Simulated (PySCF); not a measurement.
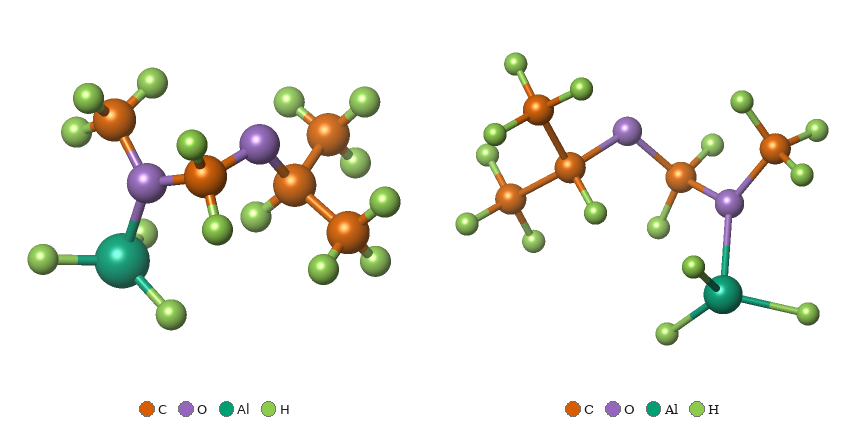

Both panels show the same species.

Computed geometry: GFN2-xTB optimisation. No frequency run is at hand to confirm it as a minimum.

What is the molecular formula?

Answer. C5H15AlO2, 23 atoms: 5 carbon, 15 hydrogen, 1 aluminium and 2 oxygen.

Name some functional groups or characteristic bonds that it holds.

Answer. Among them: ether.

The parts below concern this one geometry. Atoms keep their numbers from picture to picture.

**Quadrupole coupling**

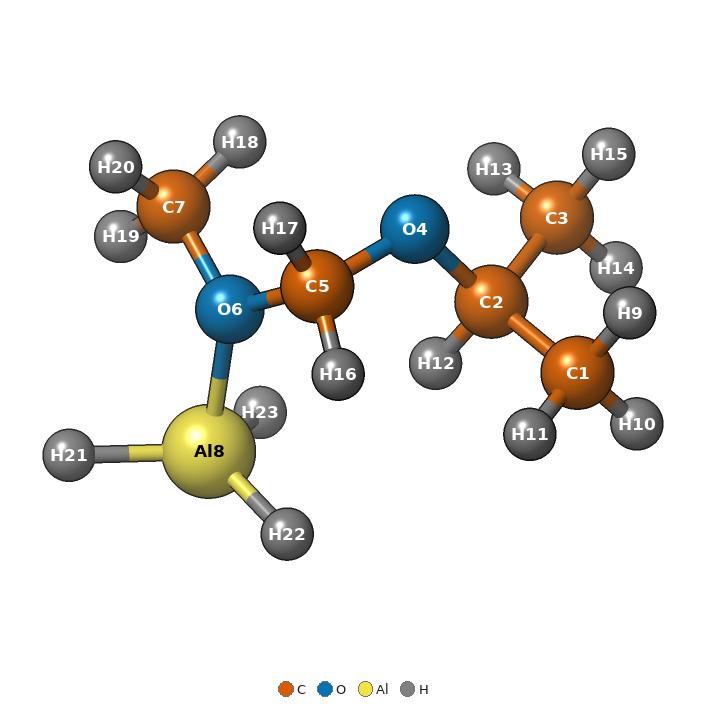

No frequency run is at hand to confirm it as a minimum. Electric field gradients from the ground-state density, PBE0/pcSseg-1 (PySCF 2.14.0), non-relativistic apart from any core potentials.

Give the largest field-gradient component, the quadrupole coupling constant and the asymmetry for 17O at O4 (Q = −25.6 mb), 17O at O6 (Q = −25.6 mb), 27Al at Al8 (Q = 146.6 mb), 2H at H9 (Q = 2.86 mb), 2H at H10 (Q = 2.86 mb).

```tsv
atom	V_zz (a.u.)	e²qQ/h (MHz)	η
O4	1.894	−11.39	0.83
O6	−1.914	11.51	0.74
Al8	0.946	32.6	0.05
H9	0.314	0.211	0.02
H10	0.317	0.213	0.03
```

**Electronic properties**

No frequency run is at hand to confirm it as a minimum. Level of theory: PBE0/pcSseg-1, gas phase (PySCF 2.14.0).

What is the dipole moment?

Answer. 3.89 D.

Estimate the HOMO–LUMO gap.

Answer. 7.85 eV.

Estimate the HOMO energy (Kohn–Sham orbital).

Answer. −7.30 eV.

**NMR shielding**

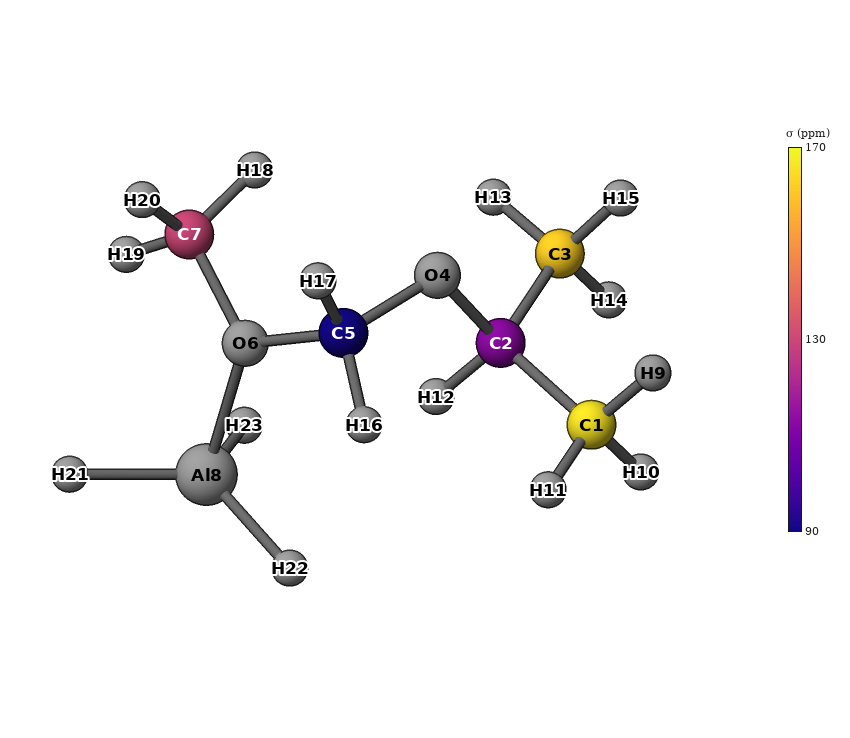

Atoms are coloured by their isotropic NMR shieldings (C only, the others grey). No frequency run is at hand to confirm it as a minimum. Method: GIAO PBE0/pcSseg-1 NMR shielding, non-relativistic, gas phase (PySCF 2.14.0).

Which C atom is the most shielded (lowest chemical shift)?

Answer. C1 (166.2 ppm).

Which C atom is the least shielded (highest chemical shift)?

Answer. C5 (90.7 ppm).

How wide is the range of C shifts?

Answer. 75.5 ppm.

Give the isotropic NMR shieldings of the C atoms atom by atom.

```csv
atom,σ (ppm)
C1,166.2
C2,113.7
C3,161.9
C5,90.7
C7,130.6
```

**Charges**

The questions are on Mulliken charges. No frequency run is at hand to confirm it as a minimum. Level of theory: PBE0/pcSseg-1, gas phase (PySCF 2.14.0).

List the Mulliken charges.

| atom | value (e) |
| --- | --- |
| C1 | −0.22 |
| C2 | −0.14 |
| C3 | −0.21 |
| O4 | −0.50 |
| C5 | 0.36 |
| O6 | −0.65 |
| C7 | −0.03 |
| Al8 | 0.71 |
| H9 | 0.11 |
| H10 | 0.12 |
| H11 | 0.12 |
| H12 | 0.16 |
| H13 | 0.12 |
| H14 | 0.12 |
| H15 | 0.11 |
| H16 | 0.13 |
| H17 | 0.13 |
| H18 | 0.14 |
| H19 | 0.16 |
| H20 | 0.13 |
| H21 | −0.28 |
| H22 | −0.31 |
| H23 | −0.28 |

Mulliken values depend strongly on the basis set and can even reverse the polarity of a bond. The geometry is semi-empirical. Around Al such bond lengths and angles can be off by a tenth of an ångström or more and by several degrees, and values that hang on the shape move with them.
